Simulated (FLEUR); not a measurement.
# E(M) of AlFe

Aim: the energy of AlFe as a function of its total spin moment.

Main program and level: FLEUR MaX-R8.1; PBEsol; all-electron FLAPW, Dirac cores, scalar-relativistic bands.

**1. Starting point**

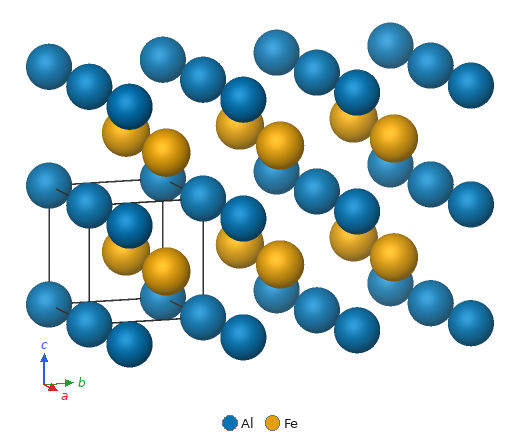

Start, viewed slightly off an axis; aluminium blue, iron orange. 2×3×2 cells are drawn. Some periodic images of atoms are drawn too.

**2. Unconstrained state**

The free run tells which range of moments is worth scanning.

inpgen writes inp.xml from crystal.txt; cutoffs, mixing, functional, smearing and local orbitals are then set in the file. The k list default-1 (kpts.xml, not shown) is a Γ-centred 10×10×10 mesh; where the ranks do not divide the number of points, some are split in two of half the weight.

inp.xml reads:

```
<?xml version="1.0" encoding="UTF-8" standalone="no"?>
<fleurInput fleurInputVersion="0.39">
   <comment>
      AlFe
   </comment>
   <calculationSetup>
      <cutoffs Kmax="4.1" Gmax="12.3" GmaxXC="12.3" numbands="0"/>
      <scfLoop itmax="90" minDistance="0.00002" maxIterBroyd="15" imix="Anderson" alpha="0.05" precondParam="0.0" spinf="2.0" sdNocoIR="T"/>
      <coreElectrons ctail="T" frcor="F" kcrel="0" coretail_lmax="0"/>
      <xcFunctional name="PBEs" relativisticCorrections="F"/>
      <magnetism jspins="2"/>
      <soc l_soc="F" theta="0.0" phi="0.0" spav="F"/>
      <expertModes spex="0" secvar="F"/>
      <geometryOptimization l_f="F" forcealpha="1.0" forcemix="BFGS" epsdisp="0.00001" epsforce="0.00001"/>
      <ldaU l_linMix="F" mixParam="0.05" spinf="1.0"/>
   </calculationSetup>
   <cell>
      <bzIntegration valenceElectrons="19.0" mode="hist" fermiSmearingEnergy="0.00183747">
         <kPointListSelection listName="default-1"/>
         <xi:include xmlns:xi="http://www.w3.org/2001/XInclude" href="kpts.xml"> </xi:include>
      </bzIntegration>
      <xi:include xmlns:xi="http://www.w3.org/2001/XInclude" href="sym.xml"> </xi:include>
      <bulkLattice scale="1.0">
         <bravaisMatrix>
            <row-1>    5.4991030225859996     0.0000000000000000     0.0000000000000000</row-1>
            <row-2>    0.0000000000000000     5.4991030225859996     0.0000000000000000</row-2>
            <row-3>    0.0000000000000000     0.0000000000000000     5.4991030225859996</row-3>
         </bravaisMatrix>
      </bulkLattice>
   </cell>
   <atomSpecies>
      <species name="Aluminum (Al)" element="Al" atomicNumber="13">
         <mtSphere radius="1.83" gridPoints="605" logIncrement="0.019"/>
         <atomicCutoffs lmax="8" lnonsphr="6"/>
         <electronConfig flipSpins="F">
            <coreConfig>(1s1/2) (2s1/2) (2p1/2) (2p3/2)</coreConfig>
            <valenceConfig>(3s1/2) (3p1/2) (3p3/2)</valenceConfig>
            <stateOccupation state="(3p1/2)" spinUp="0.166667" spinDown="0.166667"/>
            <stateOccupation state="(3p3/2)" spinUp="0.333333" spinDown="0.333333"/>
         </electronConfig>
         <energyParameters s="3" p="3" d="3" f="4"/>
      </species>
      <species name="Iron (Fe) 2.801" element="Fe" atomicNumber="26">
         <mtSphere radius="2.68" gridPoints="885" logIncrement="0.014"/>
         <atomicCutoffs lmax="10" lnonsphr="8"/>
         <electronConfig flipSpins="F">
            <coreConfig>(1s1/2) (2s1/2) (2p1/2) (2p3/2)</coreConfig>
            <valenceConfig>(3s1/2) (3p1/2) (3p3/2) (4s1/2) (3d3/2) (3d5/2)</valenceConfig>
            <stateOccupation state="(3d3/2)" spinUp="1.4005" spinDown="0.9995"/>
            <stateOccupation state="(3d5/2)" spinUp="3.0" spinDown="0.6"/>
         </electronConfig>
         <energyParameters s="4" p="4" d="3" f="4"/>
         <lo type="SCLO" l="0" n="3" eDeriv="0"/>
         <lo type="SCLO" l="1" n="3" eDeriv="0"/>
      </species>
   </atomSpecies>
   <atomGroups>
      <atomGroup species="Aluminum (Al)">
         <relPos label="                   1">.0000000000 .0000000000 .0000000000</relPos>
         <force calculate="T" relaxXYZ="TTT"/>
      </atomGroup>
      <atomGroup species="Iron (Fe) 2.801">
         <relPos label="                   2">1.000/2.000 1.000/2.000 1.000/2.000</relPos>
         <force calculate="T" relaxXYZ="TTT"/>
      </atomGroup>
   </atomGroups>
   <output dos="F" band="F" slice="F">
      <bandDOS minEnergy="-.5*Htr" maxEnergy="0.5*Htr" sigma="0.015" storeEVData="T"/>
      <plotting iplot="0" polar="F">
         <plot TwoD="T" vec1="  1.0  0.0  0.0" vec2="  0.0  1.0  0.0" vec3="  0.0  0.0  1.0" zero="  0.0  0.0  0.0" file="plot"/>
      </plotting>
      <moessbauerParams electricFieldGradient="F" isomerShift="F" coreHyperfine="F" valenceHyperfine="F"/>
   </output>
</fleurInput>
```

crystal.txt reads:

```
AlFe
&input film=F cartesian=F /
2.91000000000  0.00000000000  0.00000000000
0.00000000000  2.91000000000  0.00000000000
0.00000000000  0.00000000000  2.91000000000
1.8897261246
1.0 1.0 1.0

2
13 0.00000000000  0.00000000000  0.00000000000
26 0.50000000000  0.50000000000  0.50000000000 : 2.801

&kpt div1=10 div2=10 div3=10 gamma=T /
```

Command:

```
$ OMP_NUM_THREADS=1 inpgen -f crystal.txt > inpgen.log  # inp.xml is then edited as shown
$ OMP_NUM_THREADS=1 mpirun -n 4 fleur_MPI > fleur.log
```

Log:

```text
Welcome to FLEUR        (www.flapw.de)
      MaX-Release 8.1          (www.max-centre.eu)

 ========== k-point set info ==========
 Selected k-point list: default-1
 k-point list type: mesh
 10 x 10 x 10
 Number of k points: 56

 ------------Calculation Setup---------------------------
 Number of MPI-tasks      :            4
 Number of PE/node        :            4
 Number of OMP-threads    :            1
 k-points in parallel     :            4
 pe's per k-point         :            1
 No of k-point loops      :           14
 Eigenvalue solver        :       lapack
 Number of basis functions:          220
 Approximate size of matrices (H+S) per k-point:         0.001 GB
 --------------------------------------------------------
 Iteration:     1   Distance:      15.72295129 me/bohr^3
 Iteration:     2   Distance:      15.09183681 me/bohr^3
 Iteration:     3   Distance:      11.32947053 me/bohr^3
 Iteration:     4   Distance:       9.60689977 me/bohr^3
 Iteration:     5   Distance:       9.62370997 me/bohr^3
 Iteration:     6   Distance:       3.64042082 me/bohr^3
 Iteration:     7   Distance:       6.31202053 me/bohr^3
 Iteration:     8   Distance:       2.13540149 me/bohr^3
 Iteration:     9   Distance:       0.74596749 me/bohr^3
 Iteration:    10   Distance:       3.82837772 me/bohr^3
 Iteration:    11   Distance:       2.77151414 me/bohr^3
 Iteration:    12   Distance:       1.95213545 me/bohr^3
 Iteration:    13   Distance:       0.29778939 me/bohr^3
 Iteration:    14   Distance:       0.46470134 me/bohr^3
 Iteration:    15   Distance:       0.20603259 me/bohr^3
 Iteration:    16   Distance:       0.19950823 me/bohr^3
 Iteration:    17   Distance:       0.11571776 me/bohr^3
 Iteration:    18   Distance:       0.02568751 me/bohr^3
 Iteration:    19   Distance:       0.01021196 me/bohr^3
 Iteration:    20   Distance:       0.00820283 me/bohr^3
 Iteration:    21   Distance:       0.00333013 me/bohr^3
 Iteration:    22   Distance:       0.00715054 me/bohr^3
 Iteration:    23   Distance:       0.00372225 me/bohr^3
 Iteration:    24   Distance:       0.00046127 me/bohr^3
 Iteration:    25   Distance:       0.00033370 me/bohr^3
 Iteration:    26   Distance:       0.00017426 me/bohr^3
 Iteration:    27   Distance:       0.00001798 me/bohr^3

 ********************************************************************
 Run finished successfully
 Stop message:
   all done
 ********************************************************************

--- out.xml (last complete iteration) ---
<iteration numberForCurrentRun="   27" overallNumber="   27">
         <energyParameters units="Htr">
            <atomicEP atomType="1" spin="1" branch="3s" branchLowest="-3.38" branchHighest="2.73" value="-0.0049138268"/>
            <atomicEP atomType="1" spin="1" branch="3p" branchLowest="-1.96" branchHighest="3.11" value="0.1292077848"/>
            <atomicEP atomType="1" spin="1" branch="3d" branchLowest="-9.99" branchHighest="3.03" value="0.2934606723"/>
            <atomicEP atomType="1" spin="1" branch="4f" branchLowest="-9.99" branchHighest="5.90" value="0.4562143043"/>
            <atomicEP atomType="2" spin="1" branch="4s" branchLowest="-2.84" branchHighest="1.17" value="0.1840166939"/>
            <atomicEP atomType="2" spin="1" branch="4p" branchLowest="-1.59" branchHighest="1.65" value="0.3135540699"/>
            <atomicEP atomType="2" spin="1" branch="3d" branchLowest="-9.99" branchHighest="0.38" value="0.2904193768"/>
            <atomicEP atomType="2" spin="1" branch="4f" branchLowest="-9.99" branchHighest="2.78" value="0.6239216971"/>
            <loAtomicEP atomType="2" spin="1" branch="3s" branchLowest="-29.47" branchHighest="-2.84" value="-2.8377735883"/>
            <loAtomicEP atomType="2" spin="1" branch="3p" branchLowest="-25.03" branchHighest="-1.59" value="-1.5969389590"/>
            <atomicEP atomType="1" spin="2" branch="3s" branchLowest="-3.38" branchHighest="2.73" value="-0.0109879398"/>
            <atomicEP atomType="1" spin="2" branch="3p" branchLowest="-1.96" branchHighest="3.11" value="0.1229358061"/>
            <atomicEP atomType="1" spin="2" branch="3d" branchLowest="-9.99" branchHighest="3.03" value="0.2870861417"/>
            <atomicEP atomType="1" spin="2" branch="4f" branchLowest="-9.99" branchHighest="5.90" value="0.4498087970"/>
            <atomicEP atomType="2" spin="2" branch="4s" branchLowest="-2.80" branchHighest="1.19" value="0.1853784624"/>
            <atomicEP atomType="2" spin="2" branch="4p" branchLowest="-1.56" branchHighest="1.66" value="0.3129172335"/>
            <atomicEP atomType="2" spin="2" branch="3d" branchLowest="-9.99" branchHighest="0.41" value="0.3128266346"/>
            <atomicEP atomType="2" spin="2" branch="4f" branchLowest="-9.99" branchHighest="2.79" value="0.6216865747"/>
            <loAtomicEP atomType="2" spin="2" branch="3s" branchLowest="-29.46" branchHighest="-2.80" value="-2.8049319150"/>
            <loAtomicEP atomType="2" spin="2" branch="3p" branchLowest="-25.02" branchHighest="-1.56" value="-1.5648672642"/>
         </energyParameters>
         <bandgap value="0.0032088021" units="eV"/>
         <sumValenceSingleParticleEnergies value="-12.4017486148" units="Htr"/>
         <FermiEnergy value="0.3403506330" units="Htr"/>
         <valenceDensity>
            <mtCharges spin="1">
               <mtCharge atomType="1" total="0.3409708" s="0.1521164" p="0.1561840" d="0.0299754" f="0.0023931"/>
               <mtCharge atomType="2" total="8.4997884" s="1.2900492" p="3.3681935" d="3.8191983" f="0.0182946"/>
            </mtCharges>
            <mtCharges spin="2">
               <mtCharge atomType="1" total="0.3605387" s="0.1587652" p="0.1699675" d="0.0293059" f="0.0022589"/>
               <mtCharge atomType="2" total="7.6746031" s="1.2904377" p="3.3598345" d="3.0008456" f="0.0195235"/>
            </mtCharges>
            <spinDependentCharge spin="1" total="9.8834626" interstitial="1.0427034" mtSpheres="8.8407592"/>
            <spinDependentCharge spin="2" total="9.1165374" interstitial="1.0813956" mtSpheres="8.0351418"/>
            <totalCharge value="19.0000000000"/>
         </valenceDensity>
         <coreStates atomType="     1" atomicNumber=" 13" spin="1" kinEnergy="    119.8474185882" eigValSum="    -64.2092284367" lostElectrons=" 0.013462">
            <state n="1" l="0" j="0.5" energy="-54.8364317013" weight="1.0000000000"/>
            <state n="2" l="0" j="0.5" energy="-3.3995988235" weight="1.0000000000"/>
            <state n="2" l="1" j="0.5" energy="-2.0018293324" weight="1.0000000000"/>
            <state n="2" l="1" j="1.5" energy="-1.9856842897" weight="2.0000000000"/>
         </coreStates>
         <coreStates atomType="     1" atomicNumber=" 13" spin="2" kinEnergy="    119.8460466196" eigValSum="    -64.2113905587" lostElectrons=" 0.013506">
            <state n="1" l="0" j="0.5" energy="-54.8367514015" weight="1.0000000000"/>
            <state n="2" l="0" j="0.5" energy="-3.3999866647" weight="1.0000000000"/>
            <state n="2" l="1" j="0.5" energy="-2.0023139760" weight="1.0000000000"/>
            <state n="2" l="1" j="1.5" energy="-1.9861692583" weight="2.0000000000"/>
         </coreStates>
         <coreStates atomType="     2" atomicNumber=" 26" spin="1" kinEnergy="    574.0686616789" eigValSum="   -360.8460918971" lostElectrons=" 0.000000">
            <state n="1" l="0" j="0.5" energy="-256.2729154993" weight="1.0000000000"/>
            <state n="2" l="0" j="0.5" energy="-29.4737144279" weight="1.0000000000"/>
            <state n="2" l="1" j="0.5" energy="-25.3383919239" weight="1.0000000000"/>
            <state n="2" l="1" j="1.5" energy="-24.8805350230" weight="2.0000000000"/>
         </coreStates>
         <coreStates atomType="     2" atomicNumber=" 26" spin="2" kinEnergy="    574.2222174650" eigValSum="   -360.7963025956" lostElectrons=" 0.000000">
            <state n="1" l="0" j="0.5" energy="-256.2729079810" weight="1.0000000000"/>
            <state n="2" l="0" j="0.5" energy="-29.4585514083" weight="1.0000000000"/>
            <state n="2" l="1" j="0.5" energy="-25.3270708279" weight="1.0000000000"/>
            <state n="2" l="1" j="1.5" energy="-24.8688861892" weight="2.0000000000"/>
         </coreStates>
         <allElectronCharges>
            <spinDependentCharge spin="1" total="19.8834626" interstitial="1.0553466" mtSpheres="18.8281160"/>
            <spinDependentCharge spin="2" total="19.1165374" interstitial="1.0940795" mtSpheres="18.0224578"/>
            <totalCharge value="38.9999999816"/>
         </allElectronCharges>
         <magneticMomentsInMTSpheres units="muBohr">
            <globalMagMoment atomType="1" vec="0.00000   0.00000  -0.01952"/>
            <localMagMoment atomType="1" vec="0.00000   0.00000  -0.01952"/>
            <globalMagMoment atomType="2" vec="0.00000   0.00000   0.82518"/>
            <localMagMoment atomType="2" vec="0.00000   0.00000   0.82518"/>
         </magneticMomentsInMTSpheres>
         <moessbauerParams unitsHFF="kG" unitsIS="e/bohr^3" unitsEFG="Htr/bohr^2">
         </moessbauerParams>
         <totalEnergy value="    -1514.0120026316" units="Htr">
            <sumOfEigenvalues value="     -862.4647621029">
               <coreElectrons value="-850.0630134881"/>
               <valenceElectrons value="-12.4017486148"/>
            </sumOfEigenvalues>
            <densityCoulombPotentialIntegral value="-2298.5910623158"/>
            <densityEffectivePotentialIntegral value="-2394.0197789409"/>
            <chargeDenXCDenIntegral value="-72.9398225113"/>
            <FockExchangeEnergyValence value="0.0000000000"/>
            <FockExchangeEnergyCore value="0.0000000000"/>
            <atomTypeDependentContributions atomType="1">
               <electronNucleiInteractionDifferentMTs value="284.8567827141"/>
               <MadelungTerm value="-8.6924832683"/>
            </atomTypeDependentContributions>
            <atomTypeDependentContributions atomType="2">
               <electronNucleiInteractionDifferentMTs value="1526.2227095030"/>
               <MadelungTerm value="-3.5596903150"/>
            </atomTypeDependentContributions>
            <tkbTimesEntropy value="0.0006694216"/>
            <freeEnergy value="-1514.0126720532"/>
            <extrapolationTo0K value="-1514.0123373424"/>
         </totalEnergy>
         <densityConvergence units="me/bohr^3">
            <chargeDensity spin="1" distance="0.0000101438"/>
            <chargeDensity spin="2" distance="0.0000094503"/>
            <overallChargeDensity distance="0.0000078152"/>
            <spinDensity distance="0.0000179814"/>
         </densityConvergence>
      </iteration>
```

Run time: 14 s. Hardware: 4 MPI ranks of AMD EPYC 9R45, shared host; peak memory 0.25 GiB.

Spin moment in the muffin-tin sphere by atom:

```tsv
atom	spin moment in the muffin-tin sphere (μB)
Al1	-0.019
Fe2	0.825
```

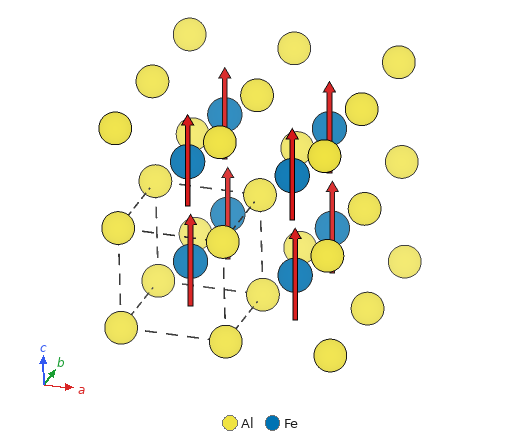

Spin moment in the muffin-tin sphere as arrows, the longest 0.825 μB. Up and down stand for the sign. Arrows give size and sign along the axis of quantisation, drawn up and down the page. 2×2×2 cells are drawn. Some periodic images of atoms are drawn too.

Numbers from this step:

| Quantity | Value |
| --- | --- |
| free energy | -41198.3836 eV |
| program's band gap on this mesh (in a metal only a level spacing) | 0.003209 eV |
| magnetization | 0.7669 μB |
| final state | ferromagnetic |

After 27 cycles the largest moment stands at 0.825 μB.

**3. No spin polarisation**

Changes to inp.xml since step 2:

```diff
@@ -10,3 +10,3 @@
       <xcFunctional name="PBEs" relativisticCorrections="F"/>
-      <magnetism jspins="2"/>
+      <magnetism jspins="1"/>
       <soc l_soc="F" theta="0.0" phi="0.0" spav="F"/>
@@ -42,3 +42,3 @@
       </species>
-      <species name="Iron (Fe) 2.801" element="Fe" atomicNumber="26">
+      <species name="Iron (Fe)" element="Fe" atomicNumber="26">
          <mtSphere radius="2.68" gridPoints="885" logIncrement="0.014"/>
@@ -48,4 +48,4 @@
             <valenceConfig>(3s1/2) (3p1/2) (3p3/2) (4s1/2) (3d3/2) (3d5/2)</valenceConfig>
-            <stateOccupation state="(3d3/2)" spinUp="1.4005" spinDown="0.9995"/>
-            <stateOccupation state="(3d5/2)" spinUp="3.0" spinDown="0.6"/>
+            <stateOccupation state="(3d3/2)" spinUp="1.200000" spinDown="1.200000"/>
+            <stateOccupation state="(3d5/2)" spinUp="1.800000" spinDown="1.800000"/>
          </electronConfig>
@@ -61,3 +61,3 @@
       </atomGroup>
-      <atomGroup species="Iron (Fe) 2.801">
+      <atomGroup species="Iron (Fe)">
          <relPos label="                   2">1.000/2.000 1.000/2.000 1.000/2.000</relPos>
```

Changes to crystal.txt since step 2:

```diff
@@ -10,3 +10,3 @@
 13 0.00000000000  0.00000000000  0.00000000000
-26 0.50000000000  0.50000000000  0.50000000000 : 2.801
+26 0.50000000000  0.50000000000  0.50000000000
```

Log:

```text
[banner, memory and clock lines left out]
Welcome to FLEUR        (www.flapw.de)
      MaX-Release 8.1          (www.max-centre.eu)

 ========== k-point set info ==========
 Selected k-point list: default-1
 k-point list type: mesh
 10 x 10 x 10
 Number of k points: 56

 [... set-up left out ...]
 Iteration:     1   Distance:      14.26726962 me/bohr^3
 Iteration:     2   Distance:      12.69796311 me/bohr^3
 Iteration:     3   Distance:      10.83115787 me/bohr^3
 Iteration:     4   Distance:       2.45135708 me/bohr^3
 Iteration:     5   Distance:       4.34022740 me/bohr^3
 Iteration:     6   Distance:       0.27670717 me/bohr^3
 Iteration:     7   Distance:       0.26177370 me/bohr^3
 Iteration:     8   Distance:       0.13479829 me/bohr^3
 Iteration:     9   Distance:       0.07373925 me/bohr^3
 Iteration:    10   Distance:       0.00681494 me/bohr^3
 Iteration:    11   Distance:       0.00079096 me/bohr^3
 Iteration:    12   Distance:       0.00062461 me/bohr^3
 Iteration:    13   Distance:       0.00002272 me/bohr^3
 Iteration:    14   Distance:       0.00002133 me/bohr^3
 Iteration:    15   Distance:       0.00000032 me/bohr^3

 ********************************************************************
 Run finished successfully
 Stop message:
   all done
 ********************************************************************

--- out.xml (last complete iteration) ---
<iteration numberForCurrentRun="   15" overallNumber="   15">
         [... left out ...]
         <bandgap value="0.0403397733" units="eV"/>
         <sumValenceSingleParticleEnergies value="-12.3959505930" units="Htr"/>
         <FermiEnergy value="0.3348123655" units="Htr"/>
         [... left out ...]
         <totalEnergy value="    -1514.0104202244" units="Htr">
            <sumOfEigenvalues value="     -862.4676399827">
               <coreElectrons value="-850.0716893897"/>
               <valenceElectrons value="-12.3959505930"/>
            </sumOfEigenvalues>
         [... left out ...]
            <freeEnergy value="-1514.0113147705"/>
            <extrapolationTo0K value="-1514.0108674975"/>
         </totalEnergy>
         <densityConvergence units="me/bohr^3">
            <chargeDensity spin="1" distance="0.0000003224"/>
         </densityConvergence>
      </iteration>
```

Wall time 5.8 s (4 MPI ranks); peak memory 0.23 GiB.

This step gave:

| Quantity | Value |
| --- | --- |
| free energy | -41198.3467 eV |
| program's band gap on this mesh (in a metal only a level spacing) | 0.04034 eV |
| final state | non-magnetic (no spin polarisation) |

Its energy lies +36.9 meV a cell from the free run's.

(Part 1 of 2 ends here.)

[Logs and program files are shortened in this print: banners, set-up blocks, solver, clock and traceback lines can be left out without a mark of their own.]

[Logs are printed without paths, hosts, clocks, repeated set-up lines and the standing remarks that a program may print on its own settings, such as how far it seeks lower states.]

[Hosts, paths, dates, database ids (printed as entryN), source tags and the programs' standing remarks are cut or masked in the printed files.]

[Where a cell is said to come from a database of computed structures, the database is the Materials Project.]
